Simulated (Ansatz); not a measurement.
**CH$_{5}$F$_{2}$NSi: density, localisation and related maps**

```xyz
10

F    -0.2592   -2.1954    0.1784
C    -0.8946   -1.0006    0.3393
F    -0.6641   -0.6231    1.6174
N    -0.4080   -0.0051   -0.5094
Si    0.9634    1.0288   -0.1400
H    -1.9740   -1.1947    0.2068
H    -0.7271   -0.0792   -1.4677
H     2.1586    0.2619    0.3190
H     0.6239    2.0486    0.8926
H     1.2640    1.7078   -1.4335
```

All numbers below come from Ansatz 0.2.0, RKS PBE0-D4/def2-SVP.

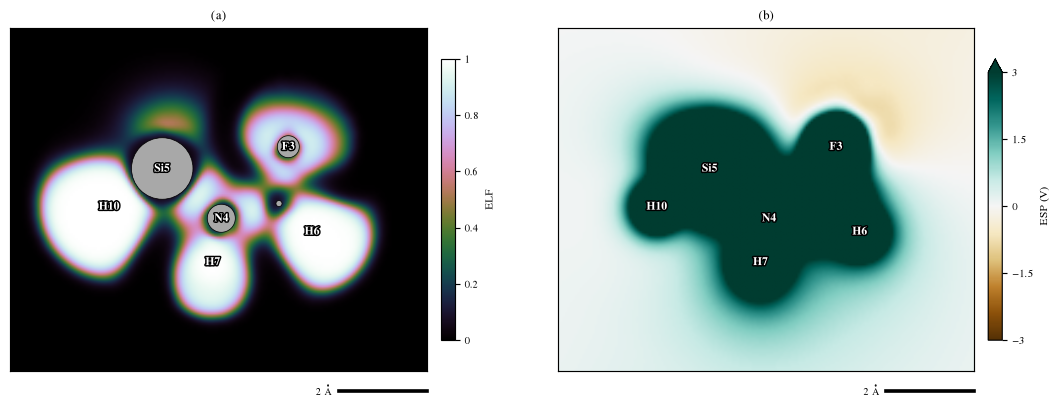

Figure 1. (a) ELF; (b) molecular electrostatic potential on the plane of atoms Si5, N4 and H7. Grey discs cover the atomic cores in the ELF map.

### Read the bonding off the picture.

Atoms in the plane: F, N, Si and H. Si–N (1.76 Å): the ELF peaks at about 0.90 between the atoms; a polar covalent bond. N–H (1.01 Å): the ELF climbs to about 1 towards the hydrogen, as it does in any bond to H: an ordinary covalent bond to hydrogen. Si–H (1.49 Å): the ELF climbs to about 1 towards the hydrogen. The ELF also peaks beside F3, away from the bonds: lone-pair regions. Outside the dense part of the molecule the potential is most negative (−0.8 V) near F3.

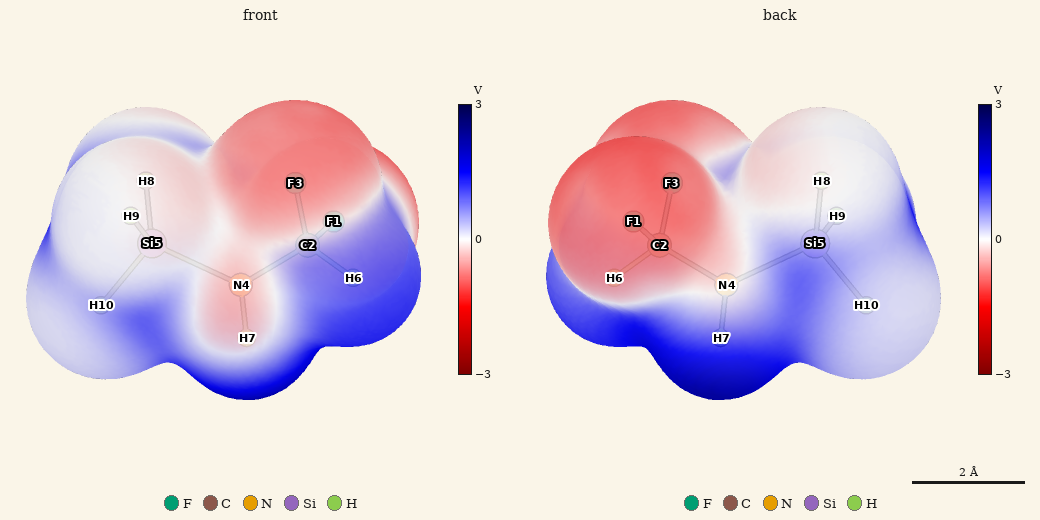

Figure 2. The electrostatic potential painted on the density surface at 0.002 e/bohr³, seen from the front and from behind; red is negative and blue positive.

### Describe the electrostatic potential map.

The most negative region (about −1.0 V, or −23 kcal/mol for a unit charge) lies over F1, the most positive (about +2.2 V, or +51 kcal/mol for a unit charge) over H7.

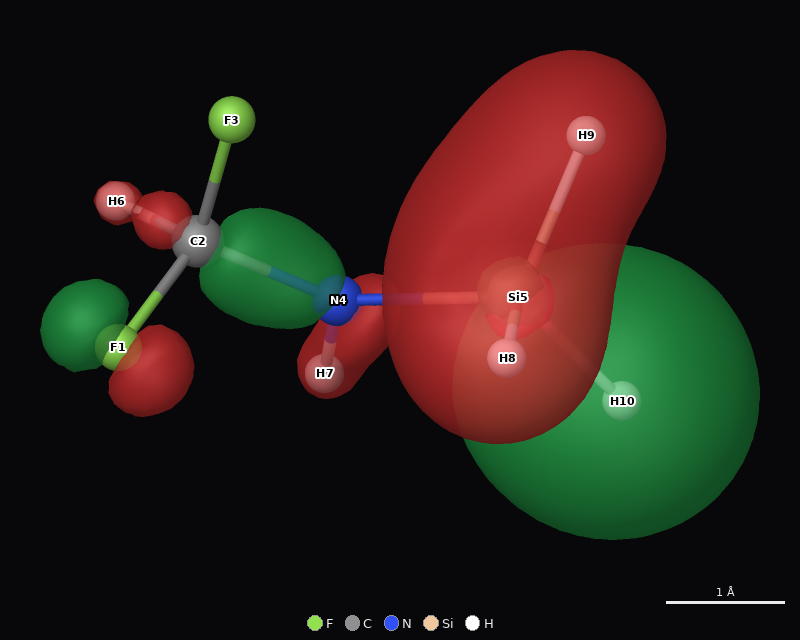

Figure 3. The HOMO−1 at ±0.1 Å⁻³ᐟ² (green and red are the two phases), seen at an oblique angle.

### Where does this orbital lie, and at what energy?

It lies mainly on Si5 (about 40 %), H10 (about 35 %), H8 (about 10 %) and H9 (about 5 %). Its energy is −9.80 eV.
